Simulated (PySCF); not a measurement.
**SiH₄S: polarizability calculation**

- system: SiH₄S, SMILES [SiH3]S
- method: HF/cc-pVTZ, RHF (PySCF 2.14.0)

The geometry comes from this level: PBE0-D4/def2-TZVP.

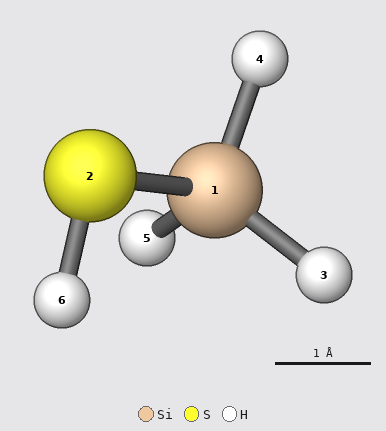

*The input geometry (ball-and-stick view, seen at a tilt; atoms are numbered from 1 in the order of the input).*

Bond lengths as drawn: H–S 1.34 Å, H–Si 1.48 Å and S–Si 2.14 Å.

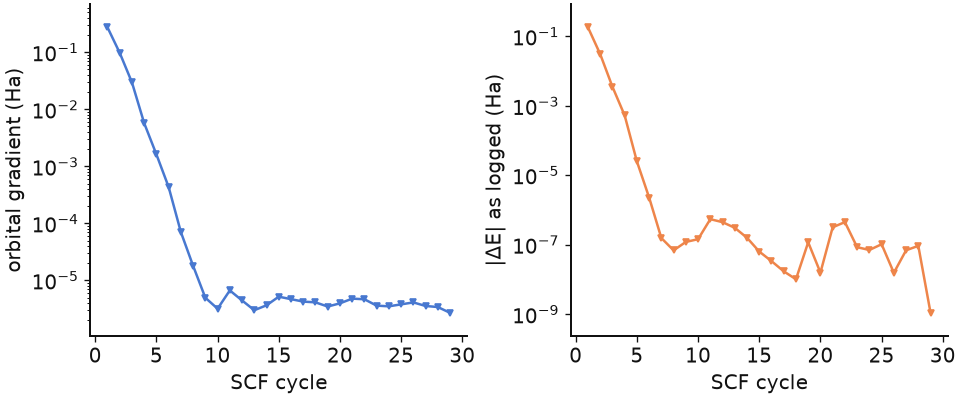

*Convergence of the self-consistent field: orbital gradient and size of the energy change against the SCF cycle.*

The residual lingers near 4 × 10⁻⁶ from about step 9 to 29 before it falls again.

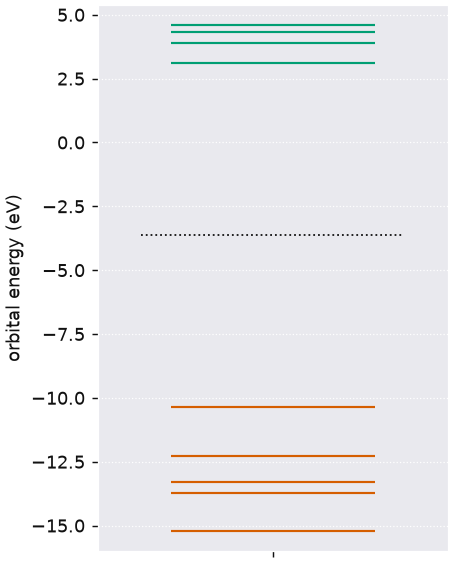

*Orbital energies near the frontier; the dotted line parts filled from empty levels, and levels within 0.02 eV of each other stand side by side.*

Highest filled −10.34 eV, lowest empty 3.09 eV, 13.43 eV apart.

The input that produced these results follows, with the program's output.

## Input (input.py)
```python
import numpy
from pyscf import gto, scf
from pyscf.prop.polarizability import rhf

mol = gto.M(
    atom='input.xyz',
    max_memory=40,
    basis='cc-pvtz',
    charge=0,
    verbose=4,
)

mf = scf.RHF(mol)
mf.max_cycle = 60
mf.conv_tol = 1e-08
mf.direct_scf_tol = 1e-08
mf.kernel()

e_tot = mf.e_tot
print('E(%s) = %.9f' % ('HF', e_tot))
pol = rhf.Polarizability(mf)
alpha = pol.polarizability()
print('isotropic polarizability %.4f bohr^3' % (numpy.trace(alpha) / 3))
alpha_w = pol.polarizability_with_freq(freq=0.0774)
beta = pol.hyper_polarizability()
```

## File input.xyz
```
6

Si    -0.169800    -0.263400    -0.436000
S      0.907300    -0.012600     1.392800
H     -1.629800    -0.074300    -0.241600
H      0.108600    -1.658300    -0.852500
H      0.299800     0.681200    -1.481100
H      0.526100     1.263300     1.572300
```

Command:
```bash
OMP_NUM_THREADS=1 python input.py
```

## Log
```
PySCF version 2.14.0

[INPUT] num. atoms = 6
[INPUT] num. electrons = 34
[INPUT] charge = 0
[INPUT] spin (= nelec alpha-beta = 2S) = 0
[INPUT] symmetry False subgroup None
[INPUT] Mole.unit = angstrom
[INPUT] Symbol           X                Y                Z      unit          X                Y                Z       unit  Magmom
[INPUT]  1 Si    -0.169800000000  -0.263400000000  -0.436000000000 AA   -0.320875495951  -0.497753861210  -0.823920590310 Bohr   0.0
[INPUT]  2 S      0.907300000000  -0.012600000000   1.392800000000 AA    1.714548512818  -0.023810549170   2.632010546294 Bohr   0.0
[INPUT]  3 H     -1.629800000000  -0.074300000000  -0.241600000000 AA   -3.079875637816  -0.140406651055  -0.456557831695 Bohr   0.0
[INPUT]  4 H      0.108600000000  -1.658300000000  -0.852500000000 AA    0.205224257128  -3.133732832366  -1.610991521192 Bohr   0.0
[INPUT]  5 H      0.299800000000   0.681200000000  -1.481100000000 AA    0.566539892145   1.287281436054  -2.798873363093 Bohr   0.0
[INPUT]  6 H      0.526100000000   1.263300000000   1.572300000000 AA    0.994184914134   2.387291013163   2.971216385654 Bohr   0.0

nuclear repulsion = 89.2386347018964
number of shells = 42
number of NR pGTOs = 182
number of NR cGTOs = 124
basis = cc-pvtz
ecp = {}

******** <class 'pyscf.scf.hf.RHF'> ********
method = RHF
initial guess = minao
damping factor = 0
level_shift factor = 0
DIIS = <class 'pyscf.scf.diis.CDIIS'>
diis_start_cycle = 1
diis_space = 8
diis_damp = 0
SCF conv_tol = 1e-08
SCF conv_tol_grad = None
SCF max_cycles = 60
direct_scf = True
direct_scf_tol = 1e-08
Set gradient conv threshold to 0.0001
Initial guess from minao.
init E= -688.629282756721
  HOMO = -0.301870903766454  LUMO = 0.0658401814098939  gap/eV = 10.00593
cycle= 1 E= -688.811256102693  delta_E= -0.182  |g|= 0.274  |ddm|= 1.42
  HOMO = -0.373373808507618  LUMO = 0.0965815300562731  gap/eV = 12.78814
cycle= 2 E= -688.842044817888  delta_E= -0.0308  |g|= 0.0979  |ddm|= 0.276
  HOMO = -0.382452549500818  LUMO = 0.1125996763901  gap/eV = 13.47106
cycle= 3 E= -688.845588030443  delta_E= -0.00354  |g|= 0.0297  |ddm|= 0.083
  HOMO = -0.379120901277167  LUMO = 0.114335944616103  gap/eV = 13.42764
cycle= 4 E= -688.846116089919  delta_E= -0.000528  |g|= 0.00573  |ddm|= 0.0347
  HOMO = -0.380023331314672  LUMO = 0.113744060167936  gap/eV = 13.43610
cycle= 5 E= -688.84614112751  delta_E= -2.5e-05  |g|= 0.00162  |ddm|= 0.00815
  HOMO = -0.379888999059664  LUMO = 0.11374280133853  gap/eV = 13.43241
cycle= 6 E= -688.846143407445  delta_E= -2.28e-06  |g|= 0.000434  |ddm|= 0.0028
  HOMO = -0.379977389785265  LUMO = 0.113728670342307  gap/eV = 13.43443
cycle= 7 E= -688.846143562438  delta_E= -1.55e-07  |g|= 7.03e-05  |ddm|= 0.000836
  HOMO = -0.379972711232531  LUMO = 0.113730238020917  gap/eV = 13.43434
cycle= 8 E= -688.846143631045  delta_E= -6.86e-08  |g|= 1.8e-05  |ddm|= 0.000131
  HOMO = -0.379972804835325  LUMO = 0.113730452974848  gap/eV = 13.43435
cycle= 9 E= -688.846143750932  delta_E= -1.2e-07  |g|= 4.96e-06  |ddm|= 3.53e-05
  HOMO = -0.379974216544225  LUMO = 0.113730326313712  gap/eV = 13.43438
cycle= 10 E= -688.846143895286  delta_E= -1.44e-07  |g|= 3.19e-06  |ddm|= 1.47e-05
  HOMO = -0.379974144436225  LUMO = 0.113730294815583  gap/eV = 13.43438
cycle= 11 E= -688.846144437916  delta_E= -5.43e-07  |g|= 6.67e-06  |ddm|= 9.49e-06
  HOMO = -0.379974084264386  LUMO = 0.113730362148509  gap/eV = 13.43438
cycle= 12 E= -688.846143992576  delta_E= 4.45e-07  |g|= 4.45e-06  |ddm|= 9.18e-06
  HOMO = -0.379974071790323  LUMO = 0.113730229752724  gap/eV = 13.43438
cycle= 13 E= -688.846143687019  delta_E= 3.06e-07  |g|= 3e-06  |ddm|= 7.08e-06
  HOMO = -0.379974077969904  LUMO = 0.11373020532576  gap/eV = 13.43438
cycle= 14 E= -688.846143529492  delta_E= 1.58e-07  |g|= 3.66e-06  |ddm|= 4.86e-06
  HOMO = -0.379974058803282  LUMO = 0.113730203189776  gap/eV = 13.43438
cycle= 15 E= -688.846143466105  delta_E= 6.34e-08  |g|= 5.18e-06  |ddm|= 8.48e-07
  HOMO = -0.379974060906425  LUMO = 0.113730259597462  gap/eV = 13.43438
cycle= 16 E= -688.846143499672  delta_E= -3.36e-08  |g|= 4.69e-06  |ddm|= 3.28e-06
  HOMO = -0.379974039614044  LUMO = 0.113730279649851  gap/eV = 13.43438
cycle= 17 E= -688.846143482528  delta_E= 1.71e-08  |g|= 4.25e-06  |ddm|= 3.43e-06
  HOMO = -0.379974039723709  LUMO = 0.113730283454251  gap/eV = 13.43438
cycle= 18 E= -688.846143472382  delta_E= 1.01e-08  |g|= 4.12e-06  |ddm|= 3.08e-07
  HOMO = -0.379974150559931  LUMO = 0.113730079674776  gap/eV = 13.43438
cycle= 19 E= -688.846143589039  delta_E= -1.17e-07  |g|= 3.48e-06  |ddm|= 1.26e-05
  HOMO = -0.379974164898722  LUMO = 0.113729833907137  gap/eV = 13.43437
cycle= 20 E= -688.846143604715  delta_E= -1.57e-08  |g|= 3.96e-06  |ddm|= 5.27e-06
  HOMO = -0.379974164553198  LUMO = 0.113729821334458  gap/eV = 13.43437
cycle= 21 E= -688.846143921389  delta_E= -3.17e-07  |g|= 4.79e-06  |ddm|= 1.33e-06
  HOMO = -0.379974161640839  LUMO = 0.113729776784965  gap/eV = 13.43437
cycle= 22 E= -688.846143474781  delta_E= 4.47e-07  |g|= 4.67e-06  |ddm|= 1.81e-06
  HOMO = -0.379974157227642  LUMO = 0.113729492654366  gap/eV = 13.43436
cycle= 23 E= -688.846143559516  delta_E= -8.47e-08  |g|= 3.61e-06  |ddm|= 1.42e-05
  HOMO = -0.379974136641914  LUMO = 0.11372954408912  gap/eV = 13.43436
cycle= 24 E= -688.846143489186  delta_E= 7.03e-08  |g|= 3.51e-06  |ddm|= 8.58e-06
  HOMO = -0.379974127768422  LUMO = 0.113729682512152  gap/eV = 13.43436
cycle= 25 E= -688.846143386534  delta_E= 1.03e-07  |g|= 3.8e-06  |ddm|= 1.03e-05
  HOMO = -0.379974124460319  LUMO = 0.113729734671254  gap/eV = 13.43437
cycle= 26 E= -688.846143371022  delta_E= 1.55e-08  |g|= 4.11e-06  |ddm|= 3.05e-06
  HOMO = -0.379974131749583  LUMO = 0.11372971312093  gap/eV = 13.43437
cycle= 27 E= -688.846143439895  delta_E= -6.89e-08  |g|= 3.56e-06  |ddm|= 3.33e-06
  HOMO = -0.37997411156563  LUMO = 0.113729567676752  gap/eV = 13.43436
cycle= 28 E= -688.846143532536  delta_E= -9.26e-08  |g|= 3.41e-06  |ddm|= 8.86e-06
  HOMO = -0.379974109884221  LUMO = 0.113729808023531  gap/eV = 13.43437
cycle= 29 E= -688.84614353145  delta_E= 1.09e-09  |g|= 2.7e-06  |ddm|= 1.17e-05
  HOMO = -0.379974076855389  LUMO = 0.113729654867906  gap/eV = 13.43436
Extra cycle  E= -688.846143711142  delta_E= -1.8e-07  |g|= 3.37e-06  |ddm|= 1.4e-05
converged SCF energy = -688.846143711142
E(HF) = -688.846143711
Isotropic polarizability 43.7468237528
Polarizability anisotropy 7.18043666927
isotropic polarizability 43.7468 bohr^3
```

## Key numbers

- outcome: converged
- total energy: −688.846144 hartree
- basis functions: 124
- HOMO: −10.34 eV
- LUMO: 3.09 eV
- dipole moment: 1.18 D
- hardware: 1 thread of Arm Neoverse N1, 24 GiB of memory available, shared host
- wall time: 11 min
- peak memory: 0.12 GiB
